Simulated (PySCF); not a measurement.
# PH2F (phosphinous fluoride(8ci,9ci)) at CCSDT(Q)/STO-3G

Aim: the energy change on altering one bond length of PH2F (phosphinous fluoride(8ci,9ci)) at CCSDT(Q)/STO-3G, from 2 runs. Input form: a Python script.

The results are computed with PySCF 2.14.0.

10 further runs of the same task are left out: 1 that didn't finish, 9 set aside as unsound or not needed.

### Step 1. The molecule

PH2F has 4 atoms, charge 0, and is taken as a singlet. As SMILES, `FP`. Geometry: relaxed at GFN2-xTB.

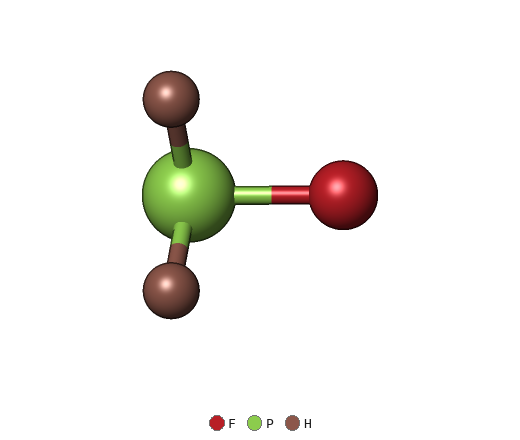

Viewed from a chosen angle; fluorine red, phosphorus green, hydrogen brown.

### Step 2. A single-point energy at CCSDT(Q)/STO-3G

calc.py reads:

```python
from pyscf import gto, scf, cc

molecule = gto.Mole()
molecule.atom = '''
F      2.193103     1.263943    -0.420766
P     -0.136117    -0.697460    -0.906445
H     -1.991601     1.085194    -0.244833
H     -0.065385    -1.651677     1.572063
'''
molecule.charge = 0
molecule.max_memory = 1860
molecule.basis = 'sto-3g'
molecule.unit = 'bohr'
molecule.verbose = 4
molecule.spin = 0
molecule.build()

mf = scf.RHF(molecule)
mf.conv_tol = 1e-10
mf.kernel()
if not mf.converged:
    mf = mf.newton().run(mf.mo_coeff, mf.mo_occ)

mycc = cc.CCSDT(mf, frozen=6)
mycc.kernel()
e_bracket, e_q = mycc.ccsdt_q()
e_tot = mycc.e_tot + e_q
print('E = %.10f Eh' % e_tot)
```

Command:

```console
$ OMP_NUM_THREADS=1 python calc.py
```

What it wrote:

```text
PySCF version 2.14.0

[INPUT] num. atoms = 4
[INPUT] num. electrons = 26
[INPUT] charge = 0
[INPUT] spin (= nelec alpha-beta = 2S) = 0
[INPUT] symmetry False subgroup None
[INPUT] Mole.unit = bohr
[INPUT] Symbol           X                Y                Z      unit          X                Y                Z       unit  Magmom
[INPUT]  1 F      1.160540128800   0.668849831502  -0.222659778330 AA    2.193103000000   1.263943000000  -0.420766000000 Bohr   0.0
[INPUT]  2 P     -0.072030014419  -0.369079937528  -0.479670036952 AA   -0.136117000000  -0.697460000000  -0.906445000000 Bohr   0.0
[INPUT]  3 H     -1.053909862445   0.574259934227  -0.129560044081 AA   -1.991601000000   1.085194000000  -0.244833000000 Bohr   0.0
[INPUT]  4 H     -0.034600251936  -0.874029828201   0.831899913731 AA   -0.065385000000  -1.651677000000   1.572063000000 Bohr   0.0

[... 44 lines left out ...]
converged SCF energy = -436.085430750195
[... 16 lines left out ...]
WARN: A large `blksize` is being used, which may cause large memory consumption
[... 13 lines left out ...]
Init t2, MP2 energy = -436.137540176992  E_corr(MP2) -0.052109426797
[... 15 lines left out ...]
RCCSDT converged
[... 5 lines left out ...]
E = -436.1614455654 Eh
```

Wall time 1.1 s (1 thread of Arm Neoverse V2, shared host); peak memory 0.1 GiB.

### Step 3. The distorted shape, same level

input.py reads:

```python
from pyscf import gto, scf, cc

mol = gto.M(
    atom='''
F      3.357694     2.244630    -0.177931
P     -0.136117    -0.697460    -0.906445
H     -1.991601     1.085194    -0.244833
H     -0.065385    -1.651677     1.572063
''',
    unit='bohr',
    charge=0,
    verbose=3,
    basis='sto-3g',
    max_memory=1860,
)

calc0 = scf.RHF(mol)
calc0.conv_tol = 1e-10
calc0.kernel()
if not calc0.converged:
    calc0 = calc0.newton().run(calc0.mo_coeff, calc0.mo_occ)

mycc = cc.CCSDT(calc0, frozen=6)
mycc.kernel()
e_bracket, e_q = mycc.ccsdt_q()
e_tot = mycc.e_tot + e_q
print(f'total energy: {e_tot:.8f} hartree')
```

Command:

```console
$ OMP_NUM_THREADS=1 python input.py
```

What it wrote:

```text
converged SCF energy = -435.894174656561
_make_eris_incore_RCCSDT

WARN: A large `blksize` is being used, which may cause large memory consumption
      for storing contraction intermediates. If memory is sufficient, consider using
      `pyscf.cc.rccsdt_highm.RCCSDT` instead.

RCCSDT converged
E(RCCSDT) = -436.0798035133083   E_corr = -0.1856288567473399
E_corr(same-spin) = -4.42037568214443e-05
E_corr(oppo-spin) = -0.185584652990518
_make_eris_incore_RCCSDT
total energy: -436.07966102 hartree
```

Run time: 1.2 s. Hardware: 1 thread of Arm Neoverse V2, shared host; peak memory 0.1 GiB.

### Step 4. What came out

At CCSDT(Q)/STO-3G, 6 core orbitals frozen:

| quantity | value |
| --- | --- |
| first shape: total energy | -436.16145 Eh |
| first shape: dipole moment (Hartree–Fock density) | 1.02 D |
| first shape: HOMO energy (Hartree–Fock orbitals) | -8.18 eV |
| first shape: LUMO energy (Hartree–Fock orbitals) | 11.37 eV |
| first shape: HOMO–LUMO gap (Hartree–Fock orbitals) | 19.55 eV |
| first shape: correlation energy (6 core orbitals frozen) | -76.0 mEh |
| first shape: T1 diagnostic | 0.009 |
| distorted shape: total energy | -436.07966 Eh |
| distorted shape: dipole moment (Hartree–Fock density) | 2.04 D |
| distorted shape: HOMO energy (Hartree–Fock orbitals) | -6.54 eV |
| distorted shape: LUMO energy (Hartree–Fock orbitals) | 3.94 eV |
| distorted shape: HOMO–LUMO gap (Hartree–Fock orbitals) | 10.48 eV |
| distorted shape: correlation energy (6 core orbitals frozen) | -185.5 mEh |
| distorted shape: T1 diagnostic | 0.032 |
| energy change with the F1–P2 bond stretched from 1.632 to 2.448 Å | 2.225 eV |

**Reading.** With the F1–P2 bond stretched from 1.632 to 2.448 Å the energy rises by 2.23 eV (215 kJ/mol). The first shape isn't relaxed at this level, so the change isn't measured from a minimum. The minimal basis adds a large error of its own. The T1 diagnostic (distorted shape) of 0.032 is above the customary mark for such species, so a single reference may not serve. Mulliken charges (distorted shape) of the mean-field density run from -0.19 on F1 to +0.40 on P2; they depend strongly on the basis.
